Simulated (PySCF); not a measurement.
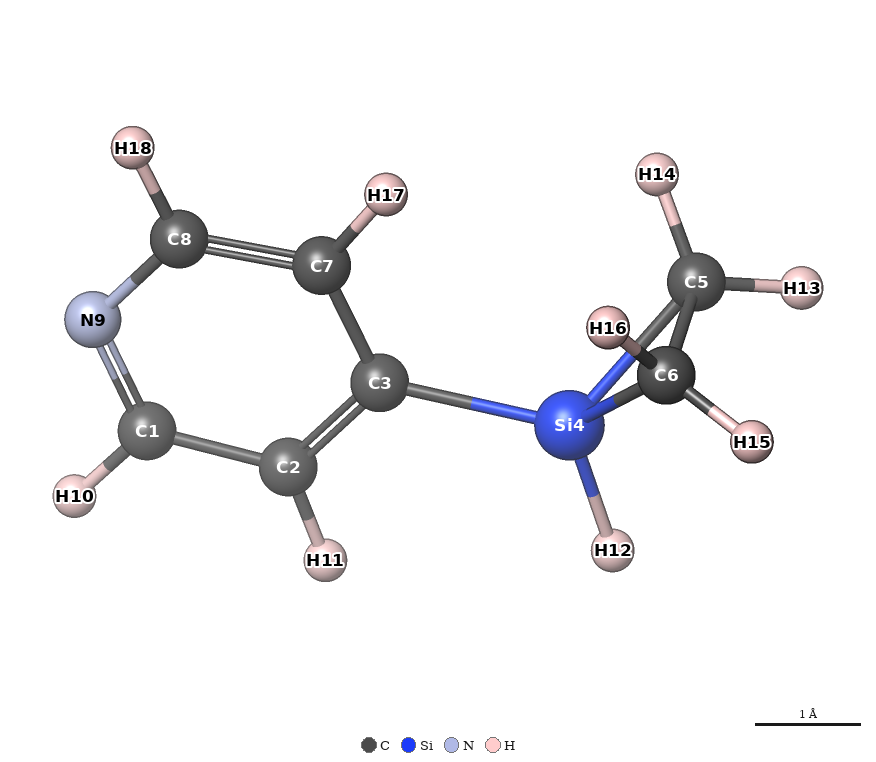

Orthographic view. Distant atoms are faded towards the background colour. The computed structure is the end point of a PBE0-D3(BJ)/def2-SVP optimisation. No frequency run is at hand to confirm it as a minimum.

Write a MOL file (V2000) with the atoms in numerical order, bonds sorted by atom number with the orders drawn, and coordinates in the frame of the picture: x right, y up, z towards the viewer, origin at the mean position.

```
C7H9NSi
                    3D

 18 19  0  0  0  0  0  0  0  0999 V2000
   -2.6800   -0.7400   -1.1200 C   0  0  0  0  0  0  0  0  0  0  0  0
   -1.3300   -1.0800   -1.0500 C   0  0  0  0  0  0  0  0  0  0  0  0
   -0.4500   -0.2800   -0.3100 C   0  0  0  0  0  0  0  0  0  0  0  0
    1.3600   -0.6800   -0.1800 Si  0  0  0  0  0  4  0  0  0  0  0  0
    2.5800    0.6900    0.1400 C   0  0  0  0  0  0  0  0  0  0  0  0
    2.2900   -0.2100    1.3600 C   0  0  0  0  0  0  0  0  0  0  0  0
   -1.0100    0.8400    0.3200 C   0  0  0  0  0  0  0  0  0  0  0  0
   -2.3700    1.1000    0.1800 C   0  0  0  0  0  0  0  0  0  0  0  0
   -3.2000    0.3300   -0.5200 N   0  0  0  0  0  0  0  0  0  0  0  0
   -3.3800   -1.3600   -1.7000 H   0  0  0  0  0  0  0  0  0  0  0  0
   -0.9700   -1.9800   -1.5700 H   0  0  0  0  0  0  0  0  0  0  0  0
    1.7700   -1.8800   -0.9500 H   0  0  0  0  0  0  0  0  0  0  0  0
    3.5800    0.6300   -0.2900 H   0  0  0  0  0  0  0  0  0  0  0  0
    2.2000    1.7200    0.1900 H   0  0  0  0  0  0  0  0  0  0  0  0
    3.1100   -0.8400    1.7100 H   0  0  0  0  0  0  0  0  0  0  0  0
    1.7300    0.2500    2.1900 H   0  0  0  0  0  0  0  0  0  0  0  0
   -0.3900    1.5200    0.9100 H   0  0  0  0  0  0  0  0  0  0  0  0
   -2.8200    1.9700    0.6700 H   0  0  0  0  0  0  0  0  0  0  0  0
  1  2  1  0
  1  9  2  0
  1 10  1  0
  2  3  2  0
  2 11  1  0
  3  4  1  0
  3  7  1  0
  4  5  1  0
  4  6  1  0
  4 12  1  0
  5  6  1  0
  5 13  1  0
  5 14  1  0
  6 15  1  0
  6 16  1  0
  7  8  2  0
  7 17  1  0
  8  9  1  0
  8 18  1  0
M  END
```
